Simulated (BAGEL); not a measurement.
**One shape, several levels: singlet OF−**

We compute a comparison of 6 runs (HF/STO-3G, HF/3-21G, HF/6-31G*, B3LYP/6-31G*, B3LYP/aug-cc-pVTZ, PBE0/aug-cc-pVTZ) of singlet OF−. 

Program for the calculation: BAGEL 1.2.2.

8 further runs of the same task are left out: 8 set aside as unsound or not needed.

## Step 1: The structure to begin with

OF−: 2 atoms, total charge -1, spin state singlet. SMILES of the parent species: `[O]F`. The shape is that of a PBE0-D4/def2-TZVP optimisation. That shape belongs to the parent species and isn't relaxed for this state.

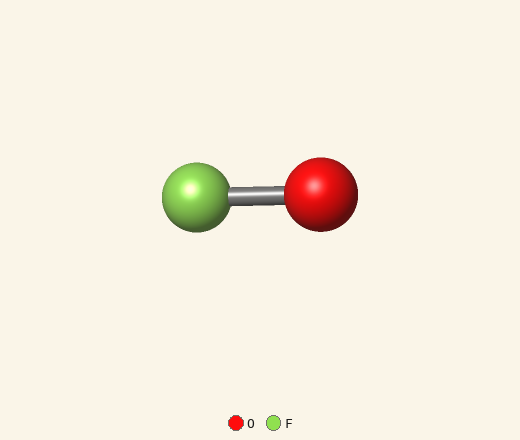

Viewed from a chosen angle; oxygen red, fluorine green.

## Step 2: The energy at HF/STO-3G (density fitting with cc-pvqz-jkfit) (run 1)

The input, input.json:

```json
{ "bagel" : [

{
  "title" : "molecule",
  "basis" : "sto-3g",
  "df_basis" : "cc-pvqz-jkfit",
  "angstrom" : true,
  "geometry" : [
    { "atom" : "O", "xyz" : [       0.000000,       0.000000,      -0.015950 ] },
    { "atom" : "F", "xyz" : [       0.000000,       0.000000,       1.314400 ] }
  ]
},

{ "title" : "hf", "charge" : -1 },

{ "title" : "print", "file" : "orbitals.molden", "orbitals" : true }

]}
```

Run with:

```
$ BAGEL_NUM_THREADS=1 BAGEL input.json > input.out
```

What it wrote:

```text
* using 1 threads per process

  ===============================================================
  ===============================================================

  *** Geometry ***

  { "atom" : "O", "xyz" : [      0.000000,      0.000000,     -0.030141 ] },
  { "atom" : "F", "xyz" : [      0.000000,      0.000000,      2.483856 ] },

  Number of auxiliary basis functions:      212

  Since a DF basis is specified, we compute 2- and 3-index integrals:
    o Being stored without compression. Storage requirement is 0.000 GB

  Number of basis functions:       10
  Number of electrons      :       17

    * METHOD: MOLECULE                             0.02

  *** RHF ***

  === Nuclear Repulsion ===
    28.6396505944

      * DIIS with orbital gradients will be used.

  === RHF iteration (sto-3g) ===
      0       -171.53103710          0.02589601           0.00
      1       -171.54667018          0.00121343           0.00
      2       -171.54671914          0.00021487           0.00
      3       -171.54672076          0.00000939           0.00
      4       -171.54672076          0.00000049           0.00
      5       -171.54672076          0.00000002           0.00
      6       -171.54672076          0.00000000           0.00
    * SCF iteration converged.

    * Permanent dipole moment:
           (   -0.000000,    -0.000000,    -0.588126) a.u.

    * METHOD: HF                                   0.03

    * METHOD: PRINT                                0.00

  ===============================================================
```

Run time: 0.18 s. Hardware: 1 thread of Arm Neoverse V1, shared host.

## Step 3: The energy at HF/3-21G (density fitting with cc-pvqz-jkfit) (run 2)

The input, job.json:

```json
{ "bagel": [

{
  "title": "molecule",
  "basis": "3-21g",
  "df_basis": "cc-pvqz-jkfit",
  "angstrom": true,
  "geometry": [
    { "atom": "O", "xyz": [    0.000000,    0.000000,   -0.015950 ] },
    { "atom": "F", "xyz": [    0.000000,    0.000000,    1.314400 ] }
  ]
},
{
  "title": "hf",
  "charge": -1
},
{
  "title": "print",
  "file": "orbitals.molden",
  "orbitals": true
}

]}
```

Run with:

```
$ BAGEL_NUM_THREADS=1 BAGEL job.json > job.out
```

What it wrote:

```text
* using 1 threads per process

  ===============================================================
  ===============================================================

  *** Geometry ***

  { "atom" : "O", "xyz" : [      0.000000,      0.000000,     -0.030141 ] },
  { "atom" : "F", "xyz" : [      0.000000,      0.000000,      2.483856 ] },

  Number of auxiliary basis functions:      212

  Since a DF basis is specified, we compute 2- and 3-index integrals:
    o Being stored without compression. Storage requirement is 0.001 GB

  Number of basis functions:       18
  Number of electrons      :       17

    * METHOD: MOLECULE                             0.02

  *** RHF ***

  === Nuclear Repulsion ===
    28.6396505944

      * DIIS with orbital gradients will be used.

  === RHF iteration (3-21g) ===
      0       -173.10819707          0.04040842           0.00
      1       -173.15416042          0.01237417           0.00
      2       -173.15931217          0.00206950           0.00
      3       -173.15946319          0.00072724           0.00
      4       -173.15948201          0.00020031           0.00
      5       -173.15948342          0.00002281           0.00
      6       -173.15948344          0.00000167           0.00
      7       -173.15948344          0.00000026           0.00
      8       -173.15948344          0.00000006           0.00
      9       -173.15948344          0.00000001           0.00
    * SCF iteration converged.

    * Permanent dipole moment:
           (   -0.000000,     0.000000,    -0.507407) a.u.

    * METHOD: HF                                   0.04

    * METHOD: PRINT                                0.00

  ===============================================================
```

Wall time 0.18 s (1 thread of Arm Neoverse V1, shared host).

Runs 3 to 5 aren't shown in full; the table further down has their settings and results.

## Step 4: The energy at PBE0/aug-cc-pVTZ (density fitting with cc-pvqz-jkfit) (run 6)

The input, dft.json:

```json
{ "bagel": [

{
  "title": "molecule",
  "basis": "aug-cc-pvtz.json",
  "df_basis": "cc-pvqz-jkfit",
  "angstrom": true,
  "geometry": [
    { "atom": "O", "xyz": [    0.000000,    0.000000,   -0.015950 ] },
    { "atom": "F", "xyz": [    0.000000,    0.000000,    1.314400 ] }
  ]
},
{ "title": "ks", "xc_func": "pbe0", "charge": -1 },
{ "title": "print", "file": "orbitals.molden", "orbitals": true }

]}
```

The basis set aug-cc-pVTZ is read from a file made from the Basis Set Exchange's data (not shown).

Run with:

```
$ BAGEL_NUM_THREADS=1 BAGEL dft.json > dft.out
```

What it wrote:

```text
* using 1 threads per process

  ===============================================================
  ===============================================================

  *** Geometry ***

  { "atom" : "O", "xyz" : [      0.000000,      0.000000,     -0.030141 ] },
  { "atom" : "F", "xyz" : [      0.000000,      0.000000,      2.483856 ] },

  Number of auxiliary basis functions:      212

  Since a DF basis is specified, we compute 2- and 3-index integrals:
    o Being stored without compression. Storage requirement is 0.014 GB

  Number of basis functions:       92
  Number of electrons      :       17

    * METHOD: MOLECULE                             0.05

  *** Kohn-Sham DFT ***

    * Removing 1553 points whose weight is below 1.00e-10
    * Grid points: 28259

  === Nuclear Repulsion ===
    28.6396505944

       - DIIS with orbital gradients will be used.

  === KS iteration (pbe0 / aug-cc-pvtz.json) ===
      0       -150.99377054          0.14223583           0.08
      1       -144.54330570          0.12567225           0.07
      2       -162.90233651          0.14007922           0.06
      3       -172.87878960          0.06157905           0.06
      4       -173.90389760          0.05222824           0.06
      5       -174.30502902          0.03776692           0.06
[... 7 lines of this table left out ...]
     13       -174.83428857          0.00000002           0.06
     14       -174.83428857          0.00000000           0.06
    * SCF iteration converged.

    * Permanent dipole moment:
           (   -0.000000,    -0.000000,    -0.852900) a.u.

    * METHOD: KS                                   1.06

    * METHOD: PRINT                                0.02

  ===============================================================
```

Wall time 1.3 s (1 thread of Arm Neoverse V1, shared host); peak memory 0.15 GiB.

## Step 5: Overview of the runs

| run | level | energy (Eh) | HOMO energy (eV) | LUMO energy (eV) | HOMO–LUMO gap (eV) | wall time |
| --- | --- | --- | --- | --- | --- | --- |
| 1 | HF/STO-3G (density fitting with cc-pvqz-jkfit) | -171.546721 | 6.04 | 30.83 | 24.80 | 0.18 s |
| 2 | HF/3-21G (density fitting with cc-pvqz-jkfit) | -173.159483 | -0.78 | 21.07 | 21.85 | 0.18 s |
| 3 | HF/6-31G* (density fitting with cc-pvqz-jkfit, spherical functions) | -174.108237 | -1.98 | 19.07 | 21.05 | 0.22 s |
| 4 | B3LYP/6-31G* (density fitting with cc-pvqz-jkfit, spherical functions) | -174.880305 | 3.99 | 12.69 | 8.70 | 0.53 s |
| 5 | B3LYP/aug-cc-pVTZ (density fitting with cc-pvqz-jkfit) | -175.015078 | 1.30 | 5.80 | 4.50 | 1.4 s |
| 6 | PBE0/aug-cc-pVTZ (density fitting with cc-pvqz-jkfit) | -174.834289 | 1.15 | 6.09 | 4.94 | 1.3 s |

## Step 6: Outcome

```
                                                    quantity          value
                                         run 6: total energy  -174.83429 Eh
                                          run 6: HOMO energy        1.15 eV
                                          run 6: LUMO energy        6.09 eV
run 6: HOMO–LUMO gap (to an unbound level, set by the basis)        4.94 eV
```

The HOMO–LUMO gap runs from 4.50 eV (B3LYP/aug-cc-pVTZ) to 24.80 eV (HF/STO-3G). The two ends differ in method and basis. The empty levels of an anion lie above zero and hang on the basis. Totals of different functionals can't be ranked against each other. In runs 1, 4, 5, 6 the HOMO lies above zero, so the outermost electron may be held by the basis alone. In run 1 the basis is minimal, so the values are rough. All runs together took 3.8 s, the longest 1.4 s.
